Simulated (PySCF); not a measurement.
**C$_{6}$H$_{12}$OSi$_{2}$: density, localisation and related maps**

```xyz
21

C    -3.8669    0.0539    0.6254
Si   -2.2464    1.0206    0.8184
C    -0.8648    0.0169    0.0566
C    -0.7533   -1.2753   -0.3804
C     0.5700   -1.4433   -0.8432
C     1.1900   -0.2384   -0.6665
C     2.5792    0.2015   -0.9233
Si    3.5354    0.3708    0.7252
O     0.3322    0.6431   -0.1182
H    -3.8116   -0.9164    1.1101
H    -4.6941    0.5966    1.0717
H    -4.1085   -0.1134   -0.4202
H    -1.9655    1.2509    2.2441
H    -2.3336    2.3179    0.1343
H    -1.5303   -2.0131   -0.3758
H     1.0061   -2.3301   -1.2575
H     2.5634    1.1654   -1.4337
H     3.0638   -0.5183   -1.5809
H     2.8206    1.2907    1.6071
H     4.8703    0.8893    0.4173
H     3.6352   -0.9522    1.3437
```

Geometry: GFN2-xTB.

Theory: PySCF, PBE0/pcSseg-1, SCF density, gas phase, non-relativistic.

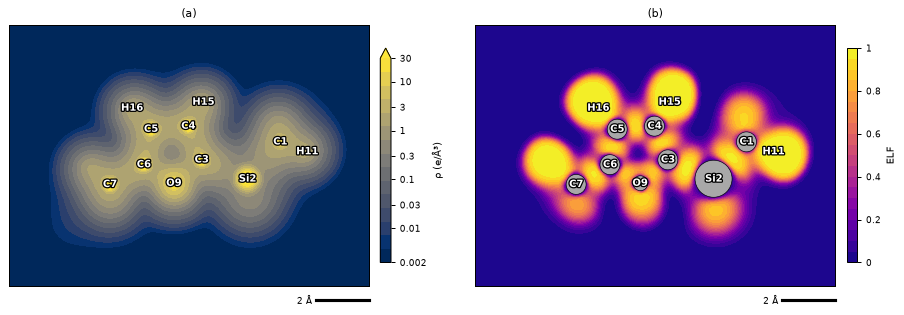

Figure 1. (a) electron density; (b) ELF on the plane of atoms C5, C6 and C7. Grey discs cover the atomic cores in the ELF map.

Interpret the plot.

Atoms in the plane: C, Si, O and H.
C–O (1.35 Å): ρ is about 2.4 e/Å³ halfway; the ELF peaks at about 0.90 between the atoms: a shared but strongly polarised pair.
C–C (1.37 Å): ρ at the midpoint is about 2.2 e/Å³; the ELF peaks at about 0.95 between the atoms; a covalent bond.
C–Si (1.87 Å): the density is about 0.95 e/Å³ at the midpoint; the ELF peaks at about 1 between the atoms; localised, covalent bonding.
C–H (1.07 Å): ρ is about 2 e/Å³ halfway; the ELF climbs to about 1 towards the hydrogen, as it does in any bond to H: a covalent bond by its length.
C–C (1.41 Å): ρ is about 2 e/Å³ halfway; the ELF peaks at about 0.95 between the atoms (a covalent bond).
The ELF also peaks beside O9, away from the bonds: lone-pair regions.

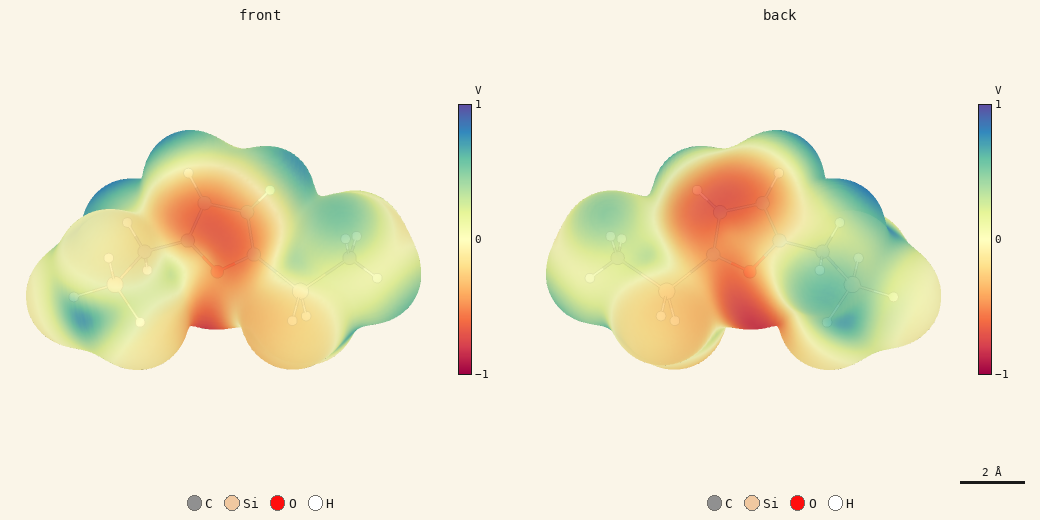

Figure 2. The electrostatic potential painted on the density surface at 0.001 e/bohr³, seen from the front and from behind; red is negative and blue positive.

Where is the surface potential most negative and most positive?

The most negative region (about −0.8 V) lies over O9, the most positive (about +0.8 V) over Si8, H16 and H18.
